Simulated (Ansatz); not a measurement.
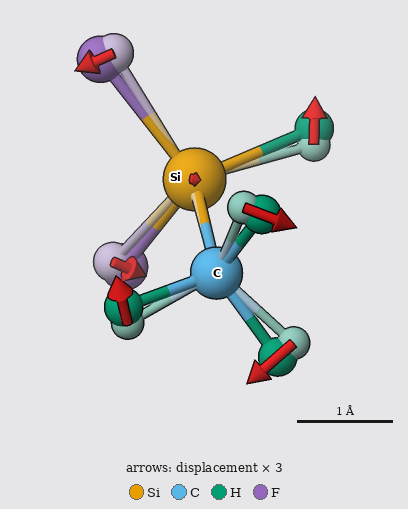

This is a relaxation of CH$_{4}$F$_{2}$Si. The starting structure is drawn faded, the final one solid; red arrows show the displacements, magnified 3 times. The two geometries are superimposed by the best rigid fit.

Style: ball-and-stick. Shown from a free direction.

The run prepares the start of a later molecular dynamics calculation, from a guessed geometry.

The calculation used Ansatz, RKS PBE-D4/def2-SVP.

The input:
```yaml
crystal:
  periodic: [false, false, false]
  atoms:
    - { symbol: Si, position_ang: [0.0, 0.0, 0.0] }
    - { symbol: C, position_ang: [0.0, 0.0, 1.87] }
    - { symbol: H, position_ang: [-0.9996, -0.3092, 2.2405] }
    - { symbol: H, position_ang: [0.7676, -0.7111, 2.2405] }
    - { symbol: H, position_ang: [0.232, 1.0203, 2.2405] }
    - { symbol: F, position_ang: [1.4994, 0.0, -0.5295] }
    - { symbol: F, position_ang: [-0.7489, 1.2974, -0.5295] }
    - { symbol: H, position_ang: [-0.6877, -1.1914, -0.4862] }
basis:
  gaussian: { orbitals: def2-SVP }
hamiltonian:
  xc: pbe
  dispersion: d4
relax:
  f_tol: 0.02
  max_steps: 40
```

Command:
```bash
ansatz run input.yaml --threads 1 --pin off --max-ram 2048MiB --backend cpu --events-out ev --progress --plain --runs-dir out
```

Q: Atoms of which element are displaced furthest, and by how much?

A: Hydrogen: up to 0.22 Å, against 0.16 Å for fluorine.

Q: Describe the change and its energy.

A: After 6 accepted moves (7 points after the start) the energy has fallen by 11.0 kJ/mol. The largest force component goes from 1.8 to 0.0017 eV/Å. The line search rejected the trial step at point 6 of the run. The forces were under the threshold at step 4, but the run went on from there. The largest move after the best rigid fit is that of H3, 0.22 Å. By element the largest moves are H 0.22 Å, F 0.16 Å, Si 0.04 Å, C 0.01 Å. Near-neighbour distances that change, for instance: Si1–F6 1.590 → 1.632 Å, Si1–H8 1.459 → 1.495 Å, Si1–C2 1.870 → 1.858 Å. Bond angles that change, for instance: C2–Si1–H8 109.5° → 115.0°, F6–Si1–F7 109.5° → 106.6°.
